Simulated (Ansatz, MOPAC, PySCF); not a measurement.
Potential energy curve for Cl2 (anion, charge -1), doublet.

Levels of theory: UHF/aug-cc-pVTZ (Ansatz, a program for electronic structure); PM7, unrestricted, heats of formation (MOPAC); UKS-B3LYP/6-31G* = unrestricted B3LYP/6-31G*, spherical d (PySCF); UKS-PBE = unrestricted PBE/aug-cc-pVTZ (Ansatz); AM1, unrestricted, heats of formation (MOPAC).

Energies are in kcal/mol, each relative to the lowest point of its own curve near equilibrium.

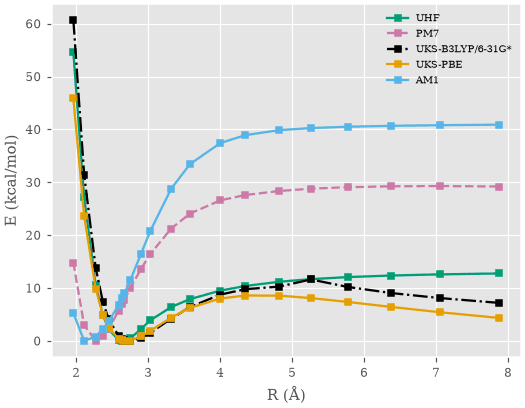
Figure: Energy against bond length for each method.

```
R / Å   UHF   PM7  UKS-B3LYP/6-31G*  UKS-PBE   AM1
-----  ----  ----  ----------------  -------  ----
1.96   54.6  14.8              60.7     45.8   5.3
2.11   27.1   3.0              31.4     23.7   0.0
2.27   10.6   0.0              13.8      9.9   0.8
2.37    4.9   0.8               7.4      4.9   2.3
2.45    2.2   2.3               4.1      2.5   3.7
2.59    0.1   5.7               0.9      0.4   6.8
2.64    0.0   7.0               0.4      0.1   8.1
2.67    0.0   7.8               0.2      0.0   9.0
2.75    0.5   9.9               0.0      0.1  11.4
2.90    2.2  13.6               0.5      0.8  16.5
3.03    3.9  16.4               1.5      1.9  20.8
3.32    6.4  21.2               4.2      4.4  28.8
3.58    7.9  24.1               6.4      6.2  33.4
4.00    9.5  26.6               8.7      8.0  37.4
4.35   10.4  27.6               9.8      8.6  38.9
4.82   11.2  28.3              10.3      8.5  39.8
5.26   11.7  28.8              11.6      8.1  40.3
5.77   12.1  29.1              10.2      7.4  40.5
6.38   12.4  29.2               9.0      6.4  40.7
7.05   12.6  29.3               8.1      5.4  40.8
7.88   12.7  29.2               7.2      4.3  40.9
```

At the longest distance, 7.88 Å, AM1 lies highest above its minimum (40.9 kcal/mol) and UKS-PBE lowest (4.3 kcal/mol).

The UKS-B3LYP/6-31G* curve passes through a maximum at 5.26 Å and then falls by 4.4 kcal/mol up to the last usable point.

The UKS-PBE curve passes through a maximum at 4.35 Å and then falls by 4.2 kcal/mol up to the last usable point.

Where the anion isn't bound against loss of the electron, the finite basis alone holds it.
